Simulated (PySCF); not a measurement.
Scan of H3 (anion, charge -1), singlet: collinear H-H-H surface. Scanned: first H-H distance and second H-H distance.

Cartesian coordinates as functions of the variables (Å; names that start with a are angles):
```
H  0  0  -r1
H  0  0  0
H  0  0  r2
```

Level of theory: PySCF 2.14.0 with RHF/aug-cc-pVDZ.

Energy in kJ/mol above the lowest grid point; x is the first H-H distance (Å), y the second H-H distance (Å).

| y \ x | 0.63 | 0.68 | 0.74 | 0.80 | 0.87 | 0.94 | 1.02 | 1.11 | 1.22 | 1.37 | 1.55 | 1.81 | 2.15 |
|---|---|---|---|---|---|---|---|---|---|---|---|---|---|
| 2.15 | 39.8 | 13.4 | 0.0 | 0.5 | 12.8 | 33.2 | 62.5 | 99.2 | 145.5 | 206.4 | 271.6 | 347.6 | 418.3 |
| 1.81 | 56.5 | 28.1 | 12.0 | 9.7 | 18.4 | 35.0 | 59.5 | 90.5 | 129.6 | 180.1 | 233.1 | 293.3 | 347.6 |
| 1.55 | 80.9 | 49.6 | 29.9 | 23.5 | 27.3 | 38.7 | 57.1 | 80.9 | 111.0 | 149.6 | 189.3 | 233.1 | 271.6 |
| 1.37 | 107.6 | 73.2 | 49.5 | 38.9 | 37.5 | 43.4 | 55.5 | 72.2 | 93.7 | 121.5 | 149.6 | 180.1 | 206.4 |
| 1.22 | 138.8 | 100.9 | 72.5 | 57.1 | 49.8 | 49.7 | 54.9 | 64.0 | 76.8 | 93.7 | 111.0 | 129.6 | 145.5 |
| 1.11 | 168.8 | 127.5 | 94.8 | 74.9 | 62.3 | 56.9 | 56.0 | 58.6 | 64.0 | 72.2 | 80.9 | 90.5 | 99.2 |
| 1.02 | 199.4 | 154.7 | 118.0 | 93.8 | 76.1 | 65.7 | 59.3 | 56.0 | 54.9 | 55.5 | 57.1 | 59.5 | 62.5 |
| 0.94 | 232.6 | 184.6 | 143.7 | 115.4 | 92.8 | 77.5 | 65.7 | 56.9 | 49.7 | 43.4 | 38.7 | 35.0 | 33.2 |
| 0.87 | 268.0 | 216.9 | 172.1 | 139.7 | 112.5 | 92.8 | 76.1 | 62.3 | 49.8 | 37.5 | 27.3 | 18.4 | 12.8 |
| 0.80 | 311.7 | 257.2 | 208.2 | 171.7 | 139.7 | 115.4 | 93.8 | 74.9 | 57.1 | 38.9 | 23.5 | 9.7 | 0.5 |
| 0.74 | 358.3 | 300.9 | 248.3 | 208.2 | 172.1 | 143.7 | 118.0 | 94.8 | 72.5 | 49.5 | 29.9 | 12.0 | 0.0 |
| 0.68 | 417.4 | 357.0 | 300.9 | 257.2 | 216.9 | 184.6 | 154.7 | 127.5 | 100.9 | 73.2 | 49.6 | 28.1 | 13.4 |
| 0.63 | 480.1 | 417.4 | 358.3 | 311.7 | 268.0 | 232.6 | 199.4 | 168.8 | 138.8 | 107.6 | 80.9 | 56.5 | 39.8 |

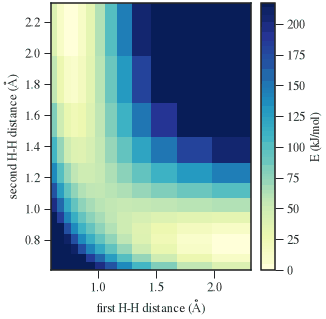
Figure. Energy surface, cut off at 217 kJ/mol.

Points that lie below all their neighbours on the grid: x = 0.74, y = 2.15 on the edge of the grid (0.0 kJ/mol); x = 2.15, y = 0.74 on the edge of the grid (0.0 kJ/mol). The lowest path on the grid from the first to the second passes x = 1.11, y = 1.02 at 56.0 kJ/mol.
